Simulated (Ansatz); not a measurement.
GaH₅Si···HCl

Input

```
crystal:
  periodic: [false, false, false]
  atoms:
    - { symbol: Ga, position_ang: [-0.8375, -0.4068, -1.0955] }
    - { symbol: Si, position_ang: [0.7354, -0.0297, 1.0975] }
    - { symbol: H, position_ang: [-0.0743, -1.2963, -2.1245] }
    - { symbol: H, position_ang: [-2.3296, -0.6913, -0.7494] }
    - { symbol: H, position_ang: [0.0403, 1.0812, -0.2398] }
    - { symbol: Cl, position_ang: [-0.5288, 2.1521, -1.5187] }
    - { symbol: H, position_ang: [2.1609, 0.3111, 1.1298] }
    - { symbol: H, position_ang: [0.1378, 0.3962, 2.3694] }
    - { symbol: H, position_ang: [0.6959, -1.5166, 1.1312] }
basis:
  gaussian: { orbitals: def2-mTZVP }
hamiltonian:
  xc: r2scanh
relax:
  f_tol: 0.15
  max_steps: 25
  restrain:
    - { distance: [0, 5], at: 3.54, k: 30.0 }
    - { distance: [4, 1], at: 2.72, k: 30.0 }
    - { distance: [0, 1], at: 2.33, k: 30.0 }
    - { distance: [4, 5], at: 1.33, k: 30.0 }
output:
  orbitals: {}
```

Command:

```sh
ansatz run input.yaml --threads 4 --pin off --max-ram 5120MiB --backend cpu --events-out ev --progress --plain --runs-dir out
```

The fields are those of the run's last geometry, not of the input's.

Not at a stationary point (largest force 0.6 eV/Å).

These are results of RKS r2SCANh/def2-mTZVP (Ansatz), not measurements.

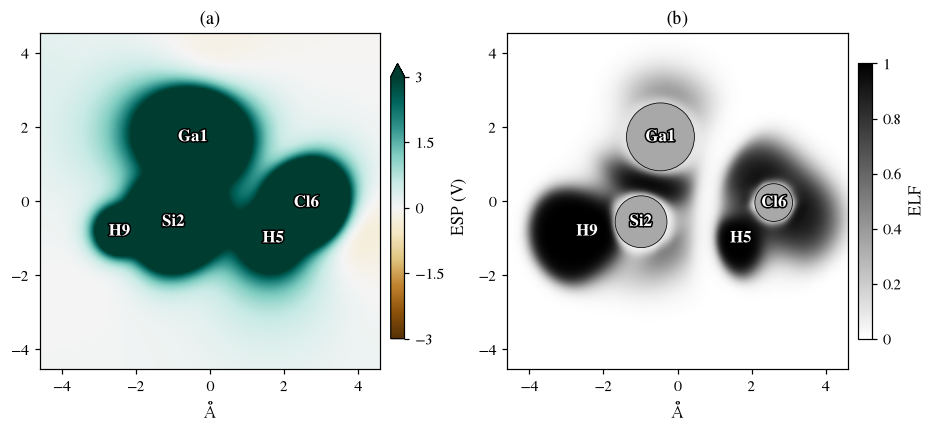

Figure 1. (a) electrostatic potential; (b) electron localisation function on the plane of atoms Ga1, Si2 and H9. Grey discs cover the atomic cores in the ELF map.

Describe what can be read from this map.

- Atoms in the plane: Ga, Si, H and Cl.
- Si2···H5 (2.72 Å): the ELF dips to about 0.05 between them.
- Ga–Si (2.35 Å): the ELF peaks at about 0.95 between the atoms: a shared electron pair.
- Cl–H (1.31 Å): the ELF climbs to about 1 towards the hydrogen, as it does in any bond to H: an ordinary covalent bond to hydrogen.
- Si–H (1.49 Å): the ELF climbs to about 1 towards the hydrogen.
- The ELF also peaks beside Cl6, away from the bonds: lone-pair regions.
- Outside the dense part of the complex the potential is most negative (−0.3 V) near Cl6.

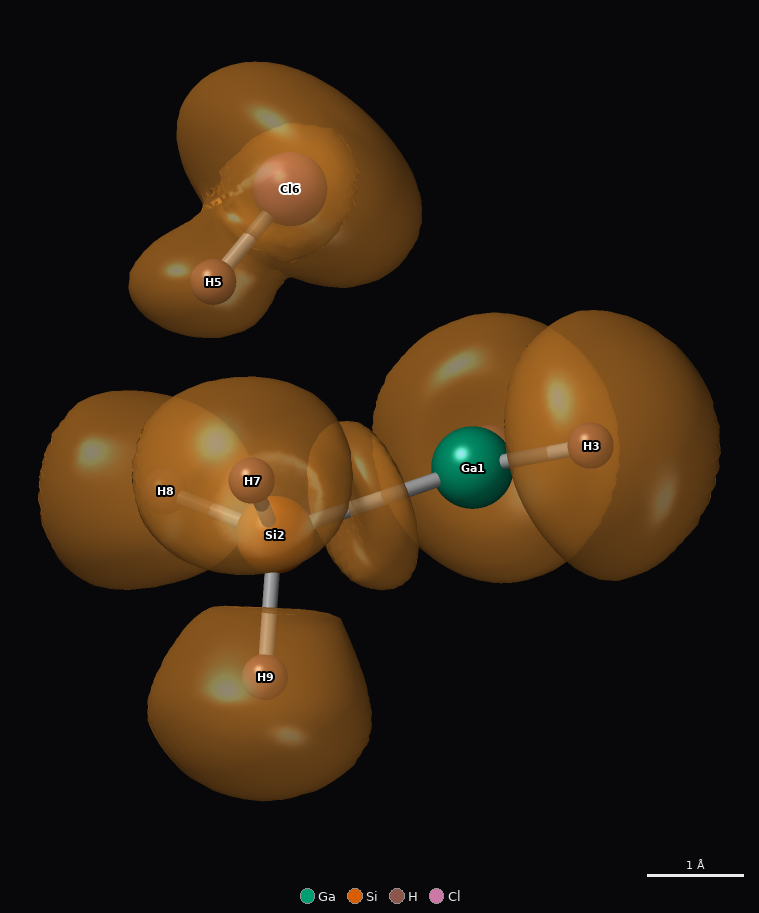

Figure 2. Isosurface of the ELF at 0.75 (orange), seen at a tilt. Only the valence region is drawn (cores and ρ < 0.01 e/Å³ removed).

Identify the bonds, lone pairs and shells in this picture.

The surface consists of one region between bonded Ga–Si atoms (shared pairs), five regions around hydrogen nuclei and one joined region spread over several atoms (Cl, H), in which their bonds and any lone pairs are merged.

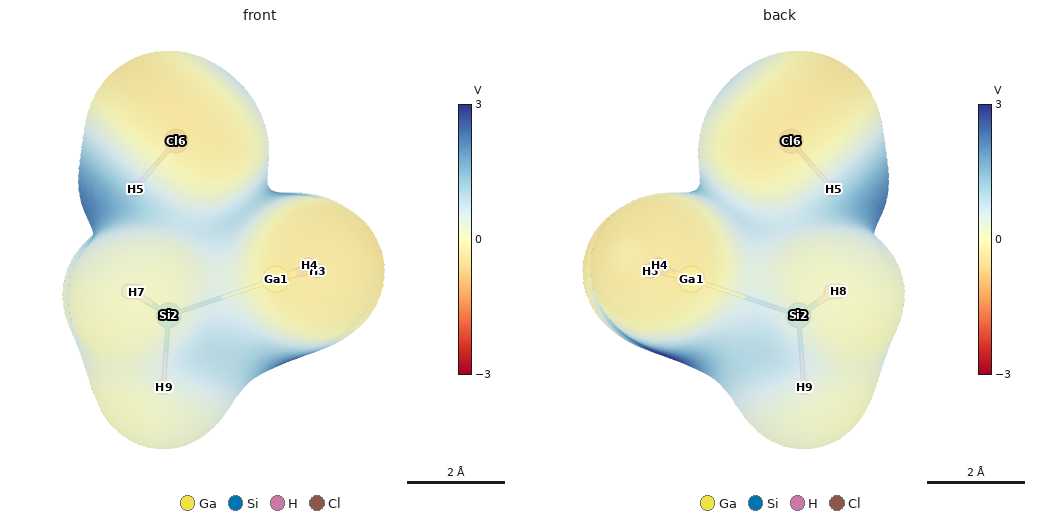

Figure 3. The molecular electrostatic potential painted on the density surface at 0.002 e/bohr³, seen from the front and from behind; red is negative and blue positive.

Where is the surface potential most negative and most positive?

The most negative region (about −0.3 V) lies over H3, H4 and Cl6, the most positive (about +2.9 V) over Ga1. Cl6 shows a σ-hole: about +0.7 V at the tip opposite its bond, against about +0.1 V on its flanks.

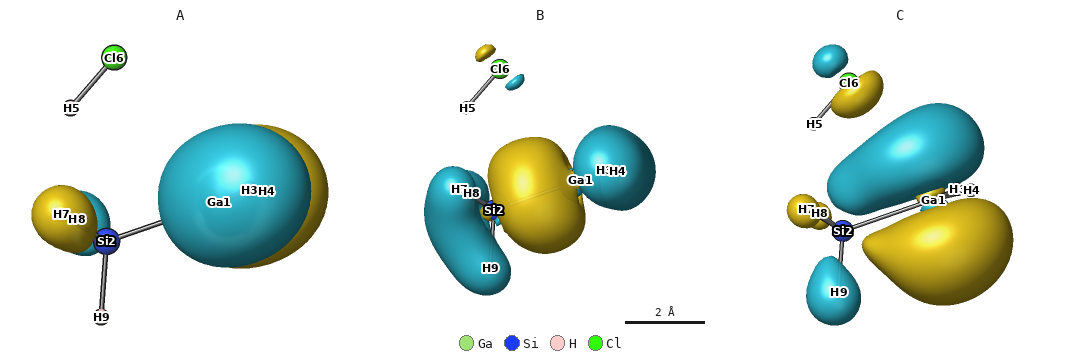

Figure 4. Three frontier orbitals at ±0.08 Å⁻³ᐟ² (yellow and cyan are the two phases), in no order.

Order the three orbitals by energy and name them.

A is the HOMO−1 (−8.10 eV). By Hirshfeld shares it lies mainly on Ga1 (about 35 %), H4 (about 30 %) and H3 (about 25 %). B is the HOMO (−7.44 eV). By Hirshfeld shares it lies mainly on Si2 (about 40 %), Ga1 (about 35 %), H3 (about 10 %) and H4 (about 10 %). C is the LUMO (−2.25 eV). It lies mainly on Ga1 (about 70 %) and Si2 (about 15 %).

What is the HOMO–LUMO gap?

5.19 eV between the orbital energies.
